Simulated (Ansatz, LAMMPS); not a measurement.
## Relaxing amorphous poly(propylene oxide) (as short chains C35O12H72), from a frame at 260 K (238 atoms)

Aim: bring amorphous poly(propylene oxide) (as short chains C35O12H72), from a frame at 260 K (238 atoms) to a nearby minimum of the energy and see what moves.

Calculated with Ansatz 0.2.0; Kohn-Sham DFT, PBE+D3(BJ), PAW (set soft_2), plane waves.

### 1. The starting structure

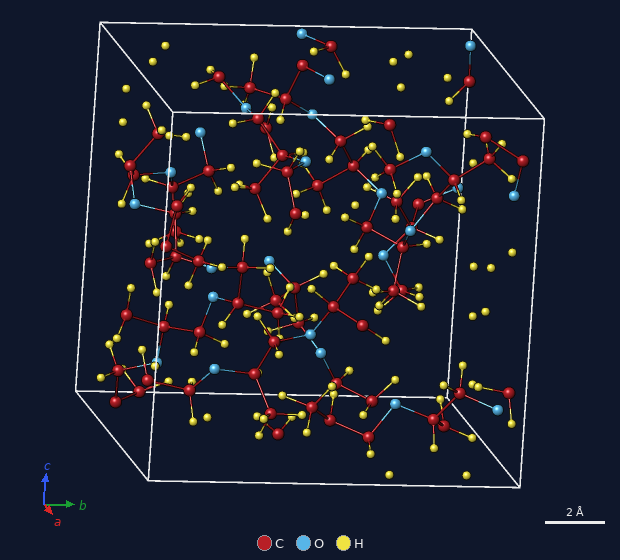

The cell as given, slightly off an axis (carbon red, oxygen blue, hydrogen yellow). Bonds to atoms that aren't drawn are left out. Some periodic images of atoms are drawn too.

The cell holds 238 atoms: 70 C, 24 O and 144 H. Cell: a = 13.014 Å, b = 13.014 Å, c = 13.014 Å, α = 90.0°, β = 90.0°, γ = 90.0°. 2 poly(propylene oxide) chains of 11 units with methyl end groups placed at random, at 1.03 g/cm³; overlaps pushed apart, then 20 ps at 800 K with MMFF94 bonds, angles, torsions, charges and radii (Halgren, J. Comput. Chem. 17, 490 (1996)) in harmonic and 12-6 forms. Snapshot after 30 ps at 260 K and fixed volume.

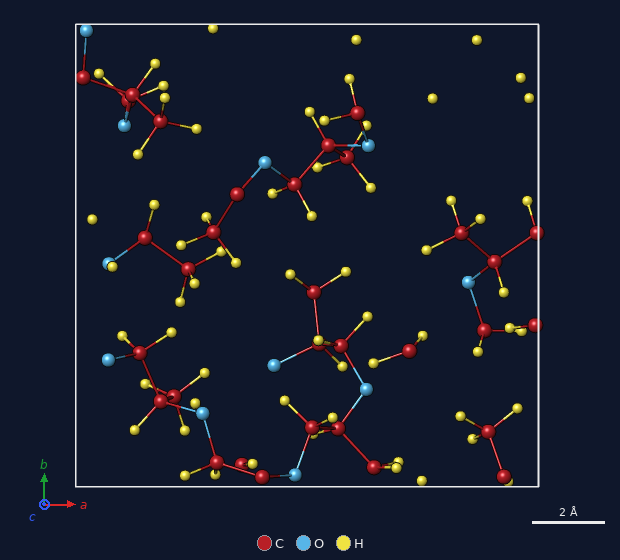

A slice 6 Å thick through the middle of the cell. Bonds to atoms that aren't drawn are left out.

What the set-up can't give: The network of contacts between molecules at the start is that of the classical potential that made the cell. The density was typed from a rule of thumb and may lie off the real one at this temperature. Sampling is at Γ alone, for a cell whose shortest periodic width is 13 Å.

### 2. The classical run that made the cell

A classical potential makes the cell, at a small fraction of what the same run would cost in DFT.

This step: classical MD, MMFF94 bonds, angles, torsions, charges and radii (Halgren, J. Comput. Chem. 17, 490 (1996)) in harmonic and 12-6 forms; charges of ions scaled by 0.8 (LAMMPS 22 Jul 2025 - Update 4).

The input, in.lmp:

```
# amorphous poly(propylene oxide)
units real
atom_style full
boundary p p p
bond_style harmonic
angle_style harmonic
dihedral_style opls
improper_style harmonic
special_bonds lj 0 0 0.5 coul 0 0 0.75
read_data data.lmp
neigh_modify delay 0 every 1 check yes one 4000
comm_modify cutoff 12.0
timestep 0.5
thermo_style custom step time temp pe press density
thermo_modify norm yes
# push overlapping molecules apart
pair_style soft 2.6
pair_coeff * * 0.0
variable a equal ramp(1,60)
fix ad all adapt 1 pair soft a * * v_a
velocity all create 800 865062 mom yes dist gaussian
fix lim all nve/limit 0.03
fix lan all langevin 800 800 50 865063 zero yes
thermo 1000
run 3000 post no
unfix ad
pair_style lj/cut/coul/long 9.0
pair_modify mix arithmetic tail yes
pair_coeff 1 1 0.0678 3.3680   # C
pair_coeff 2 2 0.0763 3.0430   # O
pair_coeff 3 3 0.0216 2.5400   # H
kspace_style pppm 1.0e-4
thermo 100
minimize 1e-5 1e-3 300 3000
# [... 15 lines left out ...]
compute msd all msd com yes
thermo 7500
fix md all nvt temp 260 260 100
run 30000 post no
print "== T260: mean square displacement over the hold $(c_msd[4]:%.2f) A^2"
unfix md
uncompute msd
write_dump all custom T260.dump id type xs ys zs modify sort id
```

On the command line:

```sh
> lmp -in in.lmp -log none -nocite
```

Numbers of over 12 decimals in the logs are rounded to 6 here.

The log of the run:

```text
LAMMPS (22 Jul 2025 - Update 4)
Reading data file ...
  orthogonal box = (0 0 0) to (13.01425 13.01425 13.01425)
  238 atoms
  orthogonal box = (0 0 0) to (13.01425 13.01425 13.01425)
  236 bonds
  444 angles
  540 dihedrals
   Step          Time           Temp          PotEng         Press         Density
         0   0              800            1.5574368     -1135.4658      1.0320004
      1000   500            603.37567      3.6539825      56028.715      1.0320004
      2000   1000           587.29917      3.6504218      45796.147      1.0320004
      3000   1500           632.65765      4.0517378      43762.244      1.0320004
[... 29 lines left out ...]
Loop time of 18.8887 s on 1 MPI rank(s) for 20000 steps with 238 atoms
   Step          Time           Temp          PotEng         Press         Density
[... 4 lines left out ...]
Loop time of 18.2325 s on 1 MPI rank(s) for 20000 steps with 238 atoms
   Step          Time           Temp          PotEng         Press         Density
[... 2 lines left out ...]
     52500   51500          231.61247      2.2730215      4502.6526      1.0320004
     60000   59000          275.02449      2.2856052     -2719.3675      1.0320004
     67500   66500          238.67053      2.3291847      654.86027      1.0320004
     72000   71000          257.24635      2.364172       5051.0522      1.0320004
Loop time of 26.5446 s on 1 MPI rank(s) for 30000 steps with 238 atoms
== T260: mean square displacement over the hold 1.68 A^2
```

Elapsed: 67 s, on 1 thread of Arm Neoverse V2, shared host; peak memory 0.12 GiB.

The input also reads data.lmp (atoms, bonds and types; not printed here).

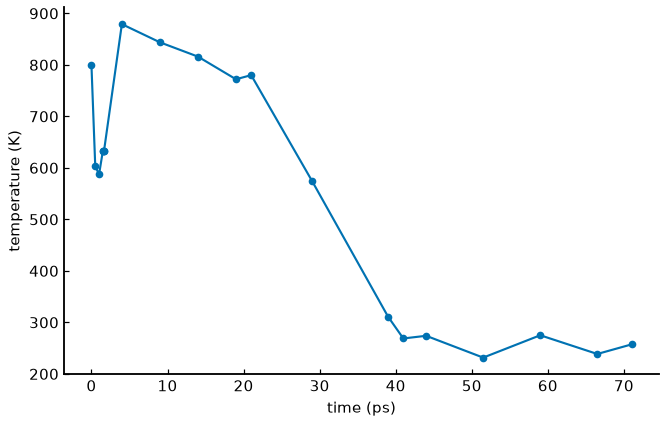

Temperature against time.

### 3. Single point at the start

The forces at the start show how far the geometry lies from a minimum of this functional.

The input, input.yaml:

```yaml
crystal:
  lattice:
    - [13.01425, 0.0, 0.0]
    - [0.0, 13.01425, 0.0]
    - [0.0, 0.0, 13.01425]
  atoms:
    - { symbol: C, position: [0.5691, 0.2092, 0.99479] }
    - { symbol: O, position: [0.59527, 0.28173, 0.91778] }
    - { symbol: C, position: [0.70878, 0.29196, 0.91719] }
    - { symbol: C, position: [0.7423, 0.357, 0.82683] }
    - { symbol: C, position: [0.72117, 0.29386, 0.73024] }
    - { symbol: O, position: [0.84361, 0.39928, 0.83529] }
    - { symbol: C, position: [0.93381, 0.33251, 0.82812] }
    - { symbol: C, position: [0.99332, 0.34943, 0.72956] }
    - { symbol: C, position: [0.03996, 0.45647, 0.73152] }
    - { symbol: O, position: [0.07013, 0.27423, 0.72333] }
    - { symbol: C, position: [0.13802, 0.28939, 0.63618] }
    - { symbol: C, position: [0.18347, 0.18464, 0.60176] }
    - { symbol: C, position: [0.21207, 0.19541, 0.48797] }
    - { symbol: O, position: [0.27424, 0.15883, 0.66298] }
    - { symbol: C, position: [0.30482, 0.05255, 0.6615] }
    - { symbol: C, position: [0.40284, 0.02112, 0.70974] }
    - { symbol: C, position: [0.43167, 0.08444, 0.8049] }
    - { symbol: O, position: [0.47393, 0.02569, 0.62333] }
    - { symbol: C, position: [0.51087, 0.12844, 0.60848] }
    - { symbol: C, position: [0.56687, 0.12611, 0.50526] }
    - { symbol: C, position: [0.64467, 0.04221, 0.50525] }
    - { symbol: O, position: [0.6279, 0.21072, 0.49033] }
    - { symbol: C, position: [0.57319, 0.30494, 0.48101] }
    - { symbol: C, position: [0.52626, 0.30952, 0.37217] }
    - { symbol: C, position: [0.51465, 0.42075, 0.3448] }
    - { symbol: O, position: [0.42858, 0.26247, 0.3646] }
    - { symbol: C, position: [0.40446, 0.23708, 0.26242] }
    - { symbol: C, position: [0.32224, 0.15768, 0.25658] }
    - { symbol: C, position: [0.35902, 0.04748, 0.29436] }
    - { symbol: O, position: [0.28893, 0.15237, 0.14988] }
    - { symbol: C, position: [0.24515, 0.05874, 0.11622] }
    - { symbol: C, position: [0.18831, 0.06975, 0.01763] }
    [... 200 atom lines left out ...]
    - { symbol: H, position: [0.73107, 0.94739, 0.86549] }
    - { symbol: H, position: [0.59599, 0.9313, 0.84581] }
    - { symbol: H, position: [0.68166, 0.9901, 0.75952] }
    - { symbol: H, position: [0.74491, 0.59678, 0.85575] }
    - { symbol: H, position: [0.66217, 0.62686, 0.75214] }
    - { symbol: H, position: [0.7984, 0.65992, 0.74191] }
kpoints:
  mp_grid: { grid: [1, 1, 1] }
hamiltonian:
  xc: pbe
  dispersion: d3bj
scf:
  occupations: { method: fermi_dirac, width: 0.025 }
output:
  forces: true
  stress: true
  populations: intrinsic
  dos:
    method: { smearing: { sigma: 0.15 } }
    de: 0.1
    projected: { site_lists: { C: [C], H: [H], O: [O] } }
  eigenvalues: true
```

On the command line:

```sh
> ansatz run input.yaml --threads 4 --pin off --max-ram 8192MiB --backend cpu --events-out ev --progress --plain --runs-dir out
```

The log of the run:

```text
Engine: ansatz 0.2.0, aarch64-unknown-linux-gnu
Pseudopotentials: kind: paw
Pseudopotential: C, paw, valence charge 4, recommended cutoff 420 eV (normal), C.paw.azcp
Pseudopotential: O, paw, valence charge 6, recommended cutoff 420 eV (normal), O.paw.azcp
Pseudopotential: H, paw, valence charge 1, recommended cutoff 420 eV (normal), H.paw.azcp
[... 5 lines on functional and potentials left out ...]
Crystal: 238 atoms, lattice volume = 2204.233 Å³
Basis set: ecut = 420 eV, 43003 PW (Γ), exchange–correlation on 180×180×180 points (8 copies of the dense FFT grid, shifted against one another)
Bands: 522, of which v1, the nominal top of the filled ones, is band 284 counted from 1 (283 counted from 0)
Symmetry: 1 space group operations
Space group: P1 (ITA 1), of the structure as read, at distance tolerance 1.3e-4 Å
k-points: 1
[... 7 lines on functional and potentials left out ...]
Initial density: superposition of atomic densities (neutral atoms: chi_scale 0, normalization atom), corrected by the library's trained network
Initial wavefunctions: pseudopotential atomic-orbital guess
Functional: x = pbe(κ = 0.804, μ = 0.219515), c = pbe(β = 0.066725)
SCF iter   1: F=—  HF=-33478.911353 eV  |F-HF|=—  |Δ(HF+E_count)|=         —  Δρ=5.23e-3  dr2=7.04e-1  ethr=1.77e-3  ⟨swp⟩=6.0  Hψ=2382  notcnv=0  defer=43
preconditioner: auto → Resta (q_TF=auto, 2.176 Å⁻¹)  ε∞=2.3  [insulator: Δε(μ)=4.418 eV  Ē_g=16.203 eV  σ=0.025 eV  W_gap=1.00  n_scr=388 (ndim 8)  ℏωp=18.7 eV  f_vac=0.221  D(μ)=0.00/eV (n_scr^D=0)  ε∞_Penn≈2.3]
SCF iter   2: F=—  HF=-33478.833285 eV  |F-HF|=—  |Δ(HF+E_count)|=   7.81e-2  Δρ=2.76e-3  dr2=1.69e-1  ethr=1.24e-4  ⟨swp⟩=2.0  Hψ=642  notcnv=0  defer=231
SCF iter   3: F=—  HF=-33478.862761 eV  |F-HF|=—  |Δ(HF+E_count)|=   2.95e-2  Δρ=1.38e-3  dr2=4.67e-2  ethr=2.98e-5  ⟨swp⟩=3.0  Hψ=584  notcnv=0  defer=231
SCF iter   4: F=—  HF=-33478.862876 eV  |F-HF|=—  |Δ(HF+E_count)|=   1.14e-4  Δρ=3.85e-4  dr2=4.58e-3  ethr=8.21e-6  ⟨swp⟩=2.0  Hψ=581  notcnv=0  defer=231
SCF iter   5: F=—  HF=-33478.864188 eV  |F-HF|=—  |Δ(HF+E_count)|=   1.31e-3  Δρ=1.54e-4  dr2=6.24e-4  ethr=8.07e-7  ⟨swp⟩=2.0  Hψ=577  notcnv=0  defer=231
SCF iter   6: F=—  HF=-33478.864206 eV  |F-HF|=—  |Δ(HF+E_count)|=   1.80e-5  Δρ=5.88e-5  dr2=7.37e-5  ethr=1.10e-7  ⟨swp⟩=2.0  Hψ=579  notcnv=0  defer=231
SCF iter   7: F=—  HF=-33478.864269 eV  |F-HF|=—  |Δ(HF+E_count)|=   6.23e-5  Δρ=3.36e-5  dr2=2.09e-5  ethr=1.30e-8  ⟨swp⟩=2.0  Hψ=805  notcnv=0  defer=231
SCF iter   8: F=—  HF=-33478.864264 eV  |F-HF|=—  |Δ(HF+E_count)|=   4.39e-6  Δρ=7.82e-6  dr2=1.32e-6  ethr=3.68e-9  ⟨swp⟩=2.0  Hψ=575  notcnv=0  defer=231
SCF iter   9: F=—  HF=-33478.864264 eV  |F-HF|=—  |Δ(HF+E_count)|=   2.37e-7  Δρ=2.77e-6  dr2=1.74e-7  ethr=2.33e-10  ⟨swp⟩=2.0  Hψ=572  notcnv=0  defer=231
SCF iter  10: F=-33478.864264 eV  HF=-33478.864264 eV  |F-HF|=1.65e-8  |Δ(HF+E_count)|=   9.71e-9  Δρ=1.38e-6  dr2=3.60e-8  ethr=1.76e-11  ⟨swp⟩=14.0  Hψ=3283  notcnv=0
SCF 1 converged in 10 iterations: F = -33478.864264 eV  dr2 = 3.60e-8
  greatest PAW one-centre occupation: 0.865 electrons in one spin orbital (limit 2), on the O atom at site 21 (counted from 0), in its partial waves of l = 0
SCF converged after 10 iterations
Free energy (F): -33478.864264 eV
Harris-Foulkes:  -33478.864264 eV  (|F-HF|=1.65e-8)
Internal energy: -33478.864264 eV  (E = F + TS)
E sigma→0 (E₀):  -33478.864264 eV
Fermi energy:    2.070949 eV
--- Per-component energies (eV) ---
  E_band       = -4266.307156
  E_kinetic    = 12647.152281
  E_local      = -42876.818909  (includes V_loc(G=0)·N_el)
  E_nonlocal   = 3297.682687
  E_hartree    = 16110.268284
  E_xc         = -6445.938196
  E_vxc        = -8114.460458  (∫ρ·V_xc dr)
  E_paw        = -10834.105511  (= ΣΔE_a)
  E_vpaw       = -1440.258615  (= ΣTr[D̂ρ^β])
  E_aug_tail   = -0.140766  (compensation charges beyond the density's cutoff)
  E_ewald      = -5365.326799
  E_disp       = -11.637334  (pairwise vdW)
  E_smearing   = -0.000000  (= −TS)
  E_closure    = -0.000000  (closes the sum)
  Σ components = -33478.864264   (vs F -33478.864264, Δ=0.00e0)
--- Forces (eV/Å), atoms counted from 1 ---
  atom   1  C     -1.59242801     0.72631699    -0.26323599
  atom   2  O      1.61800281     0.01493898     0.00647076
  atom   3  C     -1.43642879     1.73207952     1.17550175
  atom   4  C     -1.76621678     1.29191657    -1.02757864
  atom   5  C      2.06585206     0.11453501    -0.51282974
  atom   6  O     -0.02637613    -0.33300724    -0.13920110
  atom   7  C     -0.85803414     0.11644092     1.08307807
  atom   8  C     -0.08270102     0.80966055     0.49018672
  atom   9  C     -0.64601896     0.13651642     1.31408969
  atom  10  O      0.48285853    -0.59106494    -0.59892891
  atom  11  C      1.56591295    -1.58058441     1.86086197
  atom  12  C      0.12194776     0.15219906    -0.29086384
  atom  13  C      0.85432838    -0.31254220     1.42264124
  atom  14  O      0.66995967     1.79165413    -0.03477114
[...]
atom 237  H     -0.98493851    -0.77992233    -1.17971477
  atom 238  H     -0.38653274    -0.46501046    -0.08131928
  max |Σ_I F_I| component: 1.31e-4 eV/Å
--- Stress (GPa, compression-positive) ---
        1.661267       0.214862       0.031139
        0.214862       2.247565       0.119804
        0.031139       0.119804       1.929650
  P = ⅓ Tr σ = 1.9462 GPa (19.462 kbar)
--- Band table (eV) ---
  k-point 0: bands = ["-21.5216", "-21.4844", "-21.4326", "-21.2671", [... 506 levels ...], "11.8665", "11.8910", "11.8947", "11.9180", "11.9535", "11.9808", "12.0263", "12.0403", "12.0735", "12.0997", "12.1319", "12.1564"]
--- intrinsic populations: 238 sites ---
  site symbol       q [e]
     0      C      4.2920
     1      O      6.3935
     2      C      4.1293
[...]
237      H      0.8506
  spilling = 0.000000 (of n_electrons = 568.000000)
```

Wall time 46 s (4 threads of Arm Neoverse V2, shared host); peak memory 3.1 GiB; 3 min of CPU time.

Numbers from this run:

```
free energy                                      : -33478.8643 eV
free energy per atom                             : -140.6675 eV/atom
SCF cycles                                       : 10
pressure                                         : 1.946 GPa
r.m.s. force component                           : 0.8199 eV/Å
longest force                                    : 3.773 eV/Å
Fermi energy                                     : 2.071 eV
gap (highest filled to lowest empty level) : 4.388 eV
```

The r.m.s. force component of 0.82 eV/Å and the pressure of 1.9 GPa set the starting point.

Length of the force by element:

```
element  coordination  atoms  mean length of the force (eV/Å)  spread  least  most
      C           all     70                             1.78   0.744  0.167  3.77
      H           all    144                            0.930   0.489  0.208  3.07
      O           all     24                             1.39   0.735  0.362  3.26
```

(Part 1 of 3 ends here.)

[Logs are printed without paths, hosts, clocks, repeated set-up lines and the standing remarks that a program may print on its own settings, such as how far it seeks lower states.]

[Hosts, paths, dates, database ids (printed as entryN), source tags and the programs' standing remarks are cut or masked in the printed files.]

[The MMFF94 radii named for the starting cell were scaled by 0.96; in molecules described by MMFF94, hydrogen bound to N, O or S took a small fixed 12-6 site in their place.]
